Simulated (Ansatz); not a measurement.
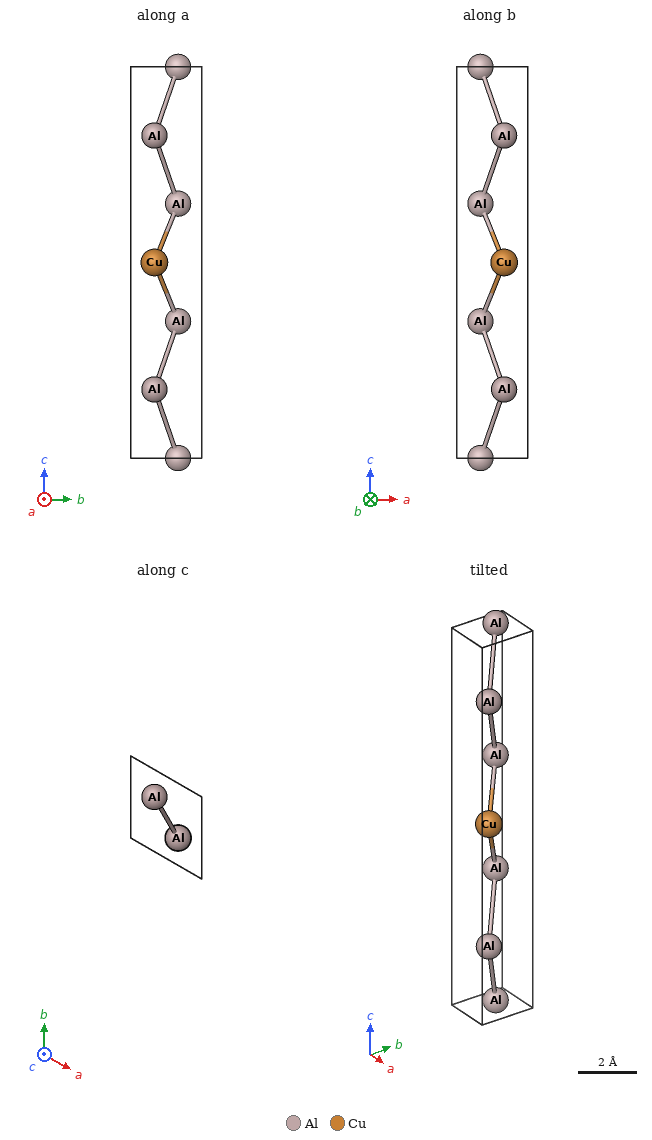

Drawn in the ball-and-stick manner and seen along the a axis, along the b axis, along the c axis and slightly off an axis. The conventional unit cell is drawn as a box.

Lattice parameters: a = 2.8353 Å, b = 2.8353 Å, c = 13.5161 Å, α = 90.000°, β = 90.000°, γ = 120.000°.

Give the structure in the form of a CIF in P1 with every atom of the cell, with free fractional coordinates to two decimals.

Answer.
```cif
data_structure
_symmetry_space_group_name_H-M 'P 1'
_symmetry_Int_Tables_number 1
_cell_length_a 2.8353
_cell_length_b 2.8353
_cell_length_c 13.5161
_cell_angle_alpha 90.000
_cell_angle_beta 90.000
_cell_angle_gamma 120.000
_cell_volume 94.10
loop_
_atom_site_label
_atom_site_type_symbol
_atom_site_fract_x
_atom_site_fract_y
_atom_site_fract_z
_atom_site_occupancy
Al1 Al 0.3333 0.6667 0.65 1
Al2 Al 0.3333 0.6667 0.00 1
Al3 Al 0.3333 0.6667 0.35 1
Al4 Al 0.6667 0.3333 0.82 1
Al5 Al 0.6667 0.3333 0.18 1
Cu1 Cu 0.6667 0.3333 0.50 1
```

The structure comes from a structure type filled with these elements by a generator (whether the compound takes this form wasn't checked). The structure drawn was relaxed with Ansatz 0.2.0, DFT PBE, scalar-relativistic, plane waves, PAW.
